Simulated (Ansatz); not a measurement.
Consider CdS in the zinc blende structure (space group F-43m, No. 216; a = 5.824 Å).

It is then changed as follows: cell and atoms relaxed at a pressure of 2.1 GPa.

Level of theory: PBEsol in Ansatz (plane waves to 420 eV, PAW, no spin-orbit coupling).

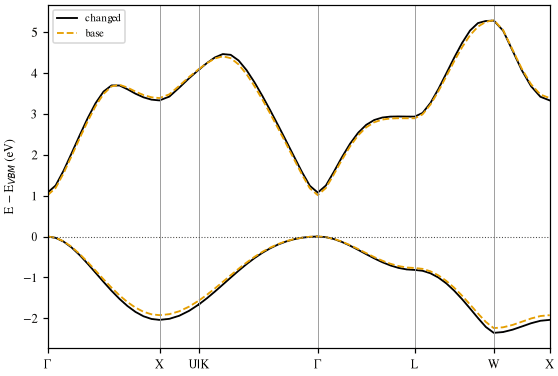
*Highest valence and lowest conduction band along the path, each from its own valence-band maximum*

The gap is 1.08 eV, direct at Γ; the base has 1.01 eV.

Load acts through the strain it causes; cell and atoms are relaxed under it. Stability against distortions was not tested. Tetrahedral semiconductors of this kind turn to denser phases somewhere between about 1 and 50 GPa; those were not computed, so compressed cells here can lie past the real transition.

Ansatz is a first-principles code.
